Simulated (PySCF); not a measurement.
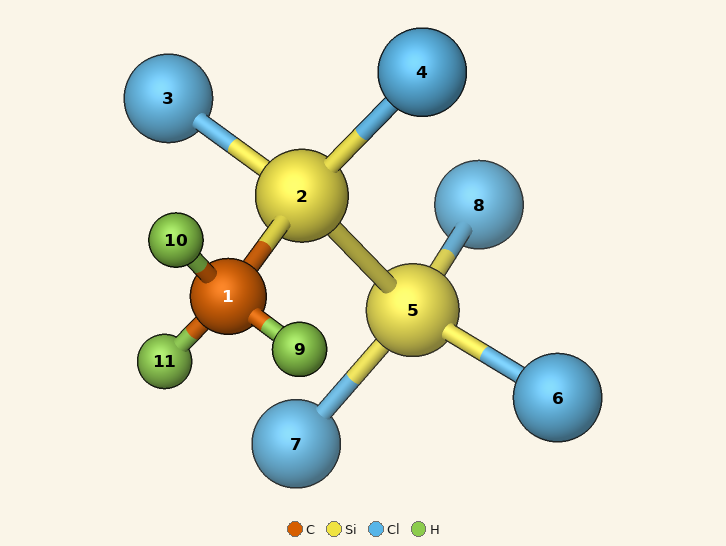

The atoms are numbered. The geometry was computed by an optimisation with PBE0-D3(BJ)/def2-SVP. No frequency run is at hand to confirm it as a minimum.

Give these bond angles: C1–Si2–Cl4, C1–Si2–Si5, Si2–C1–H10, Si2–C1–H11, Si2–Si5–Cl6, Si2–Si5–Cl7, Si2–Si5–Cl8, Cl3–Si2–Cl4, Cl3–Si2–Si5, Cl6–Si5–Cl7, Cl6–Si5–Cl8, Cl7–Si5–Cl8.

| angle | degrees |
| --- | --- |
| C1–Si2–Cl4 | 110.7 |
| C1–Si2–Si5 | 111.8 |
| Si2–C1–H10 | 110.2 |
| Si2–C1–H11 | 109.5 |
| Si2–Si5–Cl6 | 109.2 |
| Si2–Si5–Cl7 | 107.7 |
| Si2–Si5–Cl8 | 113.0 |
| Cl3–Si2–Cl4 | 109.1 |
| Cl3–Si2–Si5 | 107.1 |
| Cl6–Si5–Cl7 | 108.1 |
| Cl6–Si5–Cl8 | 109.5 |
| Cl7–Si5–Cl8 | 109.2 |
